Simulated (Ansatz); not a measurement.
A series of calculations on BH$_{4}$F

## 1. Relaxation

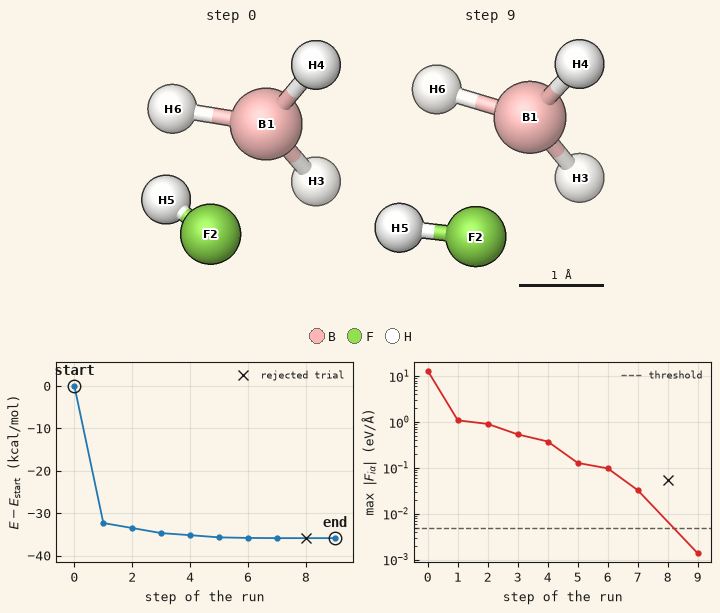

First and last geometry of a relaxation of BH₄F (started from a transition state, displaced along its imaginary mode), with the history of the run. A ball-and-stick model, seen from a free direction.

Theory: RKS PBE0-D4/def2-TZVP in Ansatz 0.2.0.

Input
```yaml
crystal:
  periodic: [false, false, false]
  atoms:
    - {symbol: B, position_ang: [-0.512607, 0.043529, -0.157798]}
    - {symbol: F, position_ang: [1.351176, 0.118304, 0.042744]}
    - {symbol: H, position_ang: [-0.601519, -0.564283, -1.206090]}
    - {symbol: H, position_ang: [-0.793317, 1.223712, -0.089716]}
    - {symbol: H, position_ang: [0.978345, -0.264904, 0.592522]}
    - {symbol: H, position_ang: [-0.422079, -0.556259, 0.818338]}
basis:
  gaussian: {orbitals: def2-TZVP}
hamiltonian: {xc: pbe0, dispersion: d4}
relax: {f_tol: 0.005, max_steps: 200}
```

Launched with:
```bash
ansatz run in.yaml --threads 2 --pin off --events-out ev --progress --plain --max-ram 4352MiB
```

Question: What do the curves and the structures tell?

Answer: It converged. The atom that moves furthest after the best rigid fit is H5 (0.54 Å). Largest moves by element: H 0.54 Å, B 0.12 Å, F 0.08 Å. Among the contacts that change: B1–H5 1.697 → 2.354 Å, F2–H5 0.767 → 0.926 Å, B1–F2 1.876 → 2.008 Å, B1–H6 1.149 → 1.202 Å. After 8 accepted moves (9 points after the start) the energy has fallen by 35.9 kcal/mol. The largest force component goes from 13 to 0.0014 eV/Å. The line search rejected the trial step at point 8 of the run.

```csv
step,"E − E(0), kcal/mol","largest force component, eV/Å",note
0,0.00,13.1016,
1,-32.30,1.0921,
2,-33.48,0.9103,
3,-34.68,0.5379,
4,-35.17,0.3765,
5,-35.68,0.1282,
6,-35.82,0.0976,
7,-35.86,0.0326,
8,-35.86,0.0547,rejected
9,-35.86,0.0014,
```

## 2. Relaxation

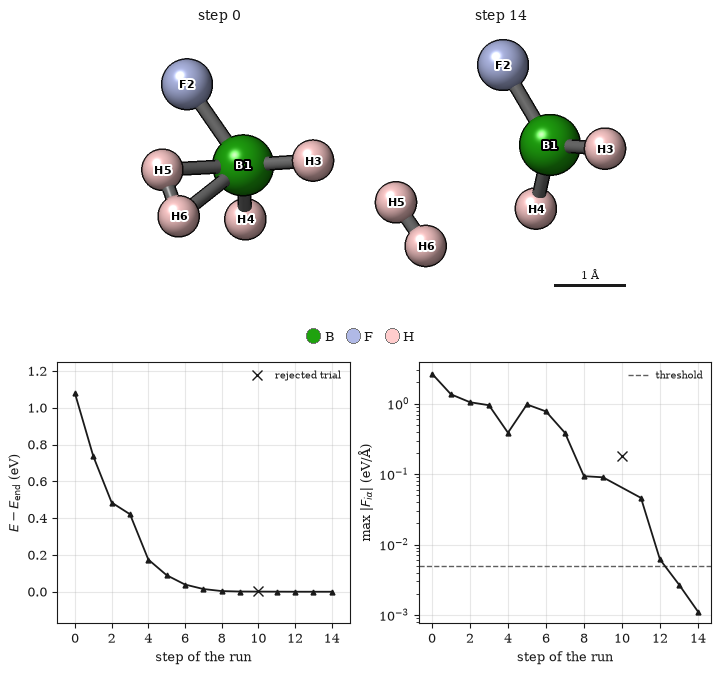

First and last geometry of a relaxation of BH4F (started from a transition state, displaced along its imaginary mode), with the history of the run. Style: ball-and-stick. Shown from a free direction.

The calculation used Ansatz 0.2.0, RKS PBE0-D4/def2-TZVP. Settings: force threshold 0.005 eV/Å; at most 200 steps.

> What do the curves and the structures tell?

It converged. The atom that moves furthest after the best rigid fit is H5 (1.02 Å). By element the largest moves are H 1.02 Å, F 0.70 Å, B 0.59 Å. Near-neighbour distances that change, for instance: B1–H5 1.333 → 2.854 Å, B1–H6 1.460 → 2.847 Å, B1–F2 1.394 → 1.318 Å, H5–H6 0.722 → 0.747 Å. Bonds break, among them: B1–H5 (1.33 → 2.85 Å), B1–H6 (1.46 → 2.85 Å). Among the angles between lasting bonds that change: H3–B1–H4 117.7° → 124.2°. After 13 accepted moves (14 points after the start) the energy has fallen by 1.078 eV. Largest force component: 2.7 eV/Å at the start, 0.0011 eV/Å at the end. The line search rejected the trial step at point 10 of the run.

## 3. Reaction

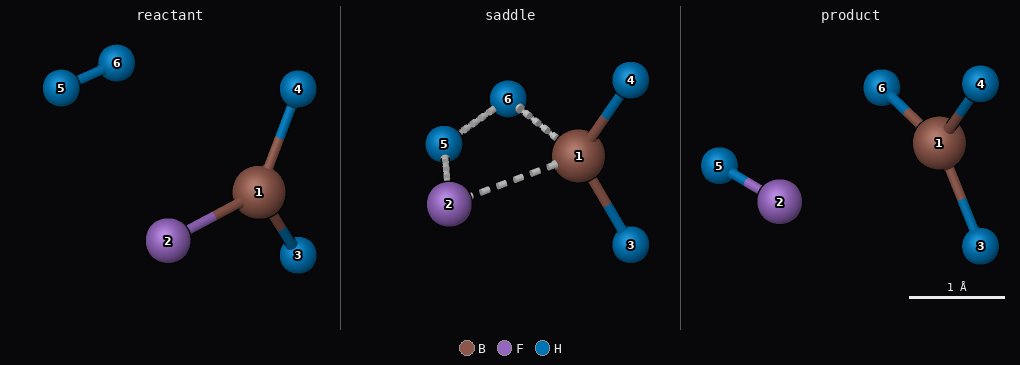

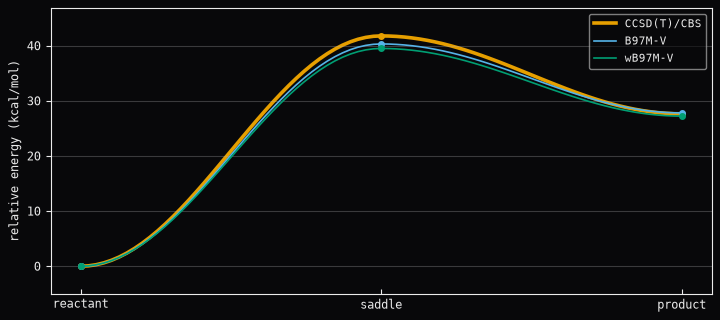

A reaction step of BH₄F, with its energy diagram. The picture is a ball-and-stick view, seen at a tilt. Dashed sticks mark bonds that form or break.

Stationary points at PBE0-D4/def2-TZVP, single-point energies with CCSD(T)/CBS, B97M-V, wB97M-V (def2-TZVPP where no basis is named; Ansatz 0.2.0). The energies are electronic, without zero-point or thermal terms, and both ends are the relaxed geometries reached downhill from the saddle, with any fragments still in contact. CCSD(T)/CBS stands for a frozen-core estimate: MP2 correlation extrapolated from def2-TZVPP and def2-QZVPP, CCSD(T) minus MP2 from the smaller set.

What happens, and what does it cost?

Counted by bonded pieces, the reactant holds BH₂F + H₂ and the product holds BH₃ + HF. From the reactant over the saddle to the product, bonds form: B1–H6 (2.85 → 1.30 → 1.20 Å), F2–H5 (3.07 → 1.13 → 0.93 Å). Bonds break: B1–F2 (1.32 → 1.63 → 2.01 Å), H5–H6 (0.75 → 1.08 → 2.25 Å). The saddle has one imaginary mode, 1102i cm⁻¹. The end the reactant keeps a soft imaginary mode of 53i cm⁻¹, so it isn't quite a minimum. With CCSD(T)/CBS the barrier is 41.8 kcal/mol from the reactant and 14.1 kcal/mol from the product, and the product lies 27.6 kcal/mol above the reactant.

```tsv
level	barrier from the reactant (kcal/mol)	barrier from the product (kcal/mol)	the product less the reactant (kcal/mol)
CCSD(T)/CBS	41.8	14.1	27.6
B97M-V	40.3	12.5	27.8
wB97M-V	39.5	12.3	27.2
```

Against CCSD(T)/CBS, B97M-V comes closest on the barrier from the reactant (−1.5 kcal/mol) and wB97M-V misses most (−2.3 kcal/mol).

Limits of the set-up: the start holds two separate molecules, 2.8 Å apart at their closest, whose relative position is a soft coordinate.

## 4. Path

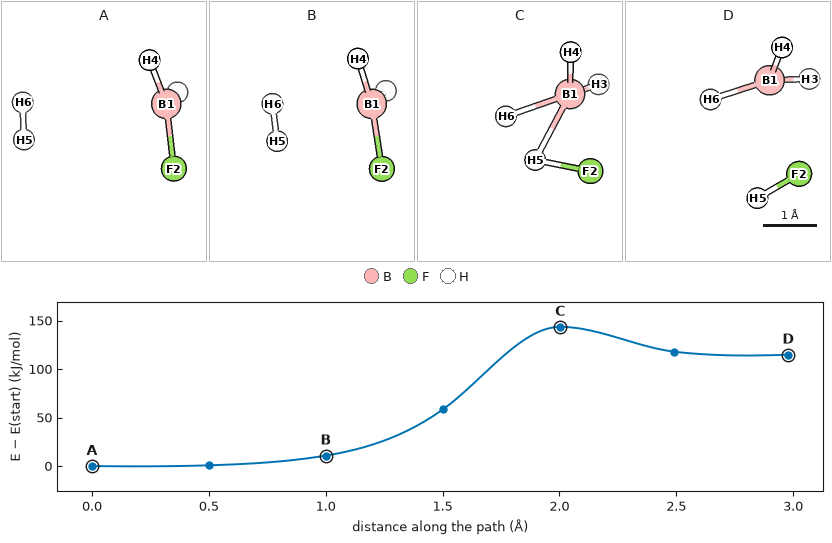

NEB run on BH$_{4}$F, made up of BH$_{2}$F and H2. Images are numbered from 0 (start) to 6 (end). Frames A to D are images 0, 2, 4, 6. A ball-and-stick model, seen at a tilt.

Method: Ansatz, RKS PBE0-D4/def2-SVP. Settings: 5 movable images; climbing image.

What happens along the path, and what is the barrier?

Breaking: B1–F2 (1.32 → 1.63 at the top → 2.01 Å), H5–H6 (0.75 → 1.09 at the top → 2.25 Å). Forming: B1–H6 (2.85 → 1.31 at the top → 1.20 Å), F2–H5 (3.07 → 1.13 at the top → 0.93 Å). Forward barrier 143.6 kJ/mol, backward barrier 28.7 kJ/mol, with image 4 at the top; the reaction energy is +114.9 kJ/mol. The band converged in 9 iterations. The largest component of the band force went from 4.9 to 0.043 eV/Å. The climbing image converged on the top of the path. Its curvatures weren't checked. The largest force component is 0.52 eV/Å at the start and 0.33 eV/Å at the end; an end with forces this large is no minimum, and the barrier measured from it can be far off.

Limits of the set-up: the start holds two separate molecules, 2.8 Å apart at their closest, whose relative position is a soft coordinate.

Cost: 27 s on 2 threads of Arm Neoverse V2, on a shared host.
